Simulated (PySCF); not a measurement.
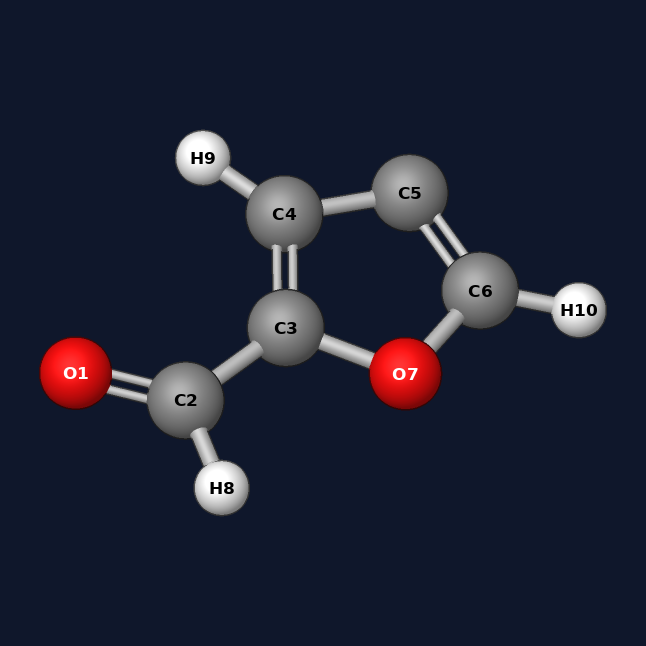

The questions are on Mulliken spin populations. The species is neutral and a spin doublet. The geometry was computed by an optimisation with GFN2-xTB. No frequency run is at hand to confirm it as a minimum. Method: UKS B3LYP, pcH-1 on C H O, non-relativistic (PySCF 2.14.0).

**Which atom carries the largest spin population?**

C5 (1.01 e).

**Which atom has the lowest spin population?**

C6 (−0.07 e); a negative value comes from spin polarisation.

List the Mulliken spin populations.

| atom | value (e) |
| --- | --- |
| O1 | 0.01 |
| C2 | 0.00 |
| C3 | 0.05 |
| C4 | −0.05 |
| C5 | 1.01 |
| C6 | −0.07 |
| O7 | 0.03 |
| H8 | 0.01 |
| H9 | 0.01 |
| H10 | 0.00 |

Mulliken values depend strongly on the basis set.
